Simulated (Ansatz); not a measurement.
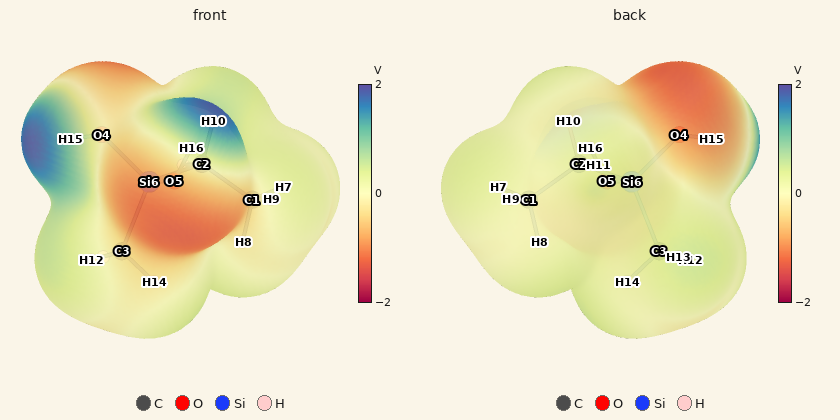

*C3H10O2Si (SMILES CC[Si](C)(O)O). The molecular electrostatic potential painted on the density surface at 0.001 e/bohr³, seen from the front and from behind; the colour scale runs from red (negative) to blue (positive).*

Geometry: r2SCAN-D4/def2-SVP.

Computed with isolated molecule in a Gaussian basis; Kohn-Sham density functional theory, functional PBE0 (Ansatz).

The calculation's input:

```
crystal:
  periodic: [false, false, false]
  atoms:
    - symbol: C
      position_ang: [0.389335, -1.522065, 0.778542]
    - symbol: C
      position_ang: [-0.143778, -0.094234, 0.932198]
    - symbol: C
      position_ang: [-0.388196, 0.494095, -2.131143]
    - symbol: O
      position_ang: [-1.764684, 1.987209, -0.010963]
    - symbol: O
      position_ang: [-2.532281, -0.576875, -0.692130]
    - symbol: Si
      position_ang: [-1.240304, 0.467617, -0.474562]
    - symbol: H
      position_ang: [0.989751, -1.836511, 1.647480]
    - symbol: H
      position_ang: [1.030522, -1.621050, -0.113008]
    - symbol: H
      position_ang: [-0.434197, -2.245672, 0.662428]
    - symbol: H
      position_ang: [-0.723595, 0.005275, 1.869298]
    - symbol: H
      position_ang: [0.688319, 0.626627, 1.033399]
    - symbol: H
      position_ang: [-1.075779, 0.826961, -2.925995]
    - symbol: H
      position_ang: [0.480208, 1.171966, -2.125837]
    - symbol: H
      position_ang: [-0.035159, -0.511874, -2.409550]
    - symbol: H
      position_ang: [-2.309674, 2.456126, -0.653788]
    - symbol: H
      position_ang: [-3.079032, -0.723211, 0.089150]
basis:
  gaussian:
    orbitals: def2-SVPD
magnetization:
  spin_polarized: false
hamiltonian:
  xc: {name: PBE0}
output: {forces: true, orbitals: {seedname: orbitals}}
```

Run with:

```sh
ansatz run input.yaml --threads 2 --pin off --max-ram 4350MiB --events-out events.jsonl --progress --plain --runs-dir runs
```

> Which sites attract a positive test charge, and which a negative one?

A positive charge is drawn to the negative regions and a negative charge to the positive ones. The most negative region (about −1.3 V) lies over O4 and O5, the most positive (about +1.8 V) over H15 and H16.
